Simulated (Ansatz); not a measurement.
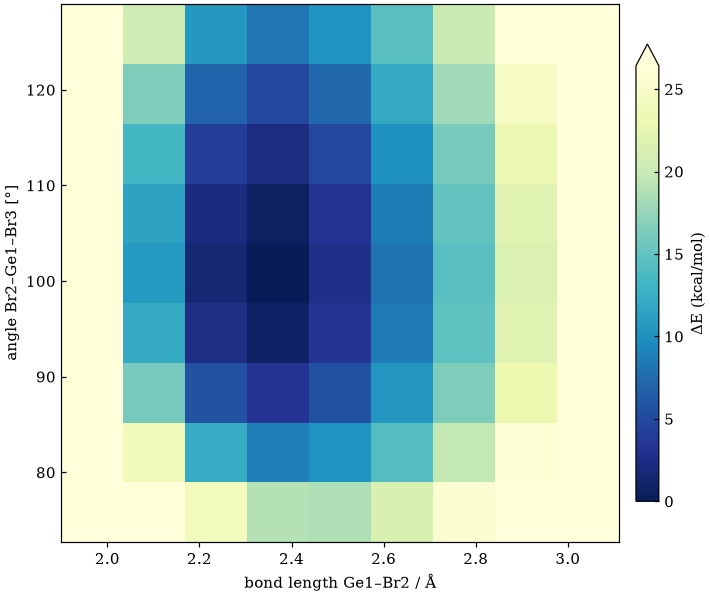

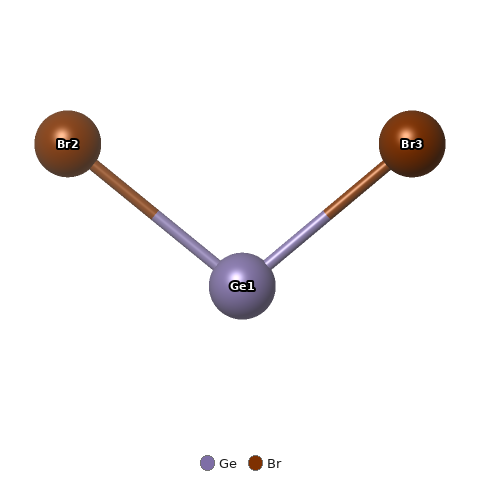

Energy landscape of GeBr2. The first coordinate is: bond length Ge1–Br2; the second: angle Br2–Ge1–Br3. Nothing is relaxed (all other coordinates rigid). The grid has 9 × 9 points. Energies: kcal/mol, counted from the lowest grid point. The calculation used Ansatz, RKS PBE0-D4/def2-TZVP.

Drawn: one coloured cell a grid point, one colour for all values above the top of the scale. The second picture is the structure at the lowest point.

Q: Describe this landscape.

A: The lowest grid point is at bond length Ge1–Br2 = 2.370 Å, angle Br2–Ge1–Br3 = 100.9°. It is the only kind of minimum in the scanned range. The highest grid point, bond length Ge1–Br2 = 1.967 Å, angle Br2–Ge1–Br3 = 75.9°, lies 63.8 kcal/mol above the lowest. Round the minimum the two coordinates are nearly uncoupled.

Grid values (kcal/mol):

| angle Br2–Ge1–Br3 ↓, bond length Ge1–Br2 → | 1.967 | 2.101 | 2.236 | 2.370 | 2.505 | 2.640 | 2.774 | 2.909 | 3.044 |
| --- | --- | --- | --- | --- | --- | --- | --- | --- | --- |
| 125.9 | 42.6 | 20.4 | 10.5 | 8.2 | 10.1 | 14.5 | 20.2 | 26.5 | 33.0 |
| 119.7 | 38.3 | 16.4 | 6.9 | 4.9 | 7.2 | 12.0 | 18.0 | 24.5 | 31.2 |
| 113.4 | 35.1 | 13.3 | 4.1 | 2.3 | 4.9 | 9.9 | 16.2 | 23.0 | 29.9 |
| 107.2 | 33.1 | 11.4 | 2.2 | 0.6 | 3.4 | 8.6 | 15.0 | 21.9 | 28.9 |
| 100.9 | 32.7 | 10.8 | 1.6 | 0.0 | 2.8 | 8.0 | 14.5 | 21.5 | 28.5 |
| 94.7 | 34.4 | 12.1 | 2.6 | 0.7 | 3.4 | 8.5 | 14.8 | 21.8 | 28.8 |
| 88.4 | 39.0 | 15.9 | 5.8 | 3.4 | 5.6 | 10.3 | 16.4 | 23.1 | 29.9 |
| 82.2 | 47.9 | 23.5 | 12.2 | 8.8 | 10.1 | 14.2 | 19.6 | 25.8 | 32.2 |
| 75.9 | 63.8 | 37.3 | 24.0 | 18.9 | 18.6 | 21.3 | 25.6 | 30.7 | 36.3 |

The whole map (81 points run) took 13 min on 1 thread of Arm Neoverse V1 (shared host).
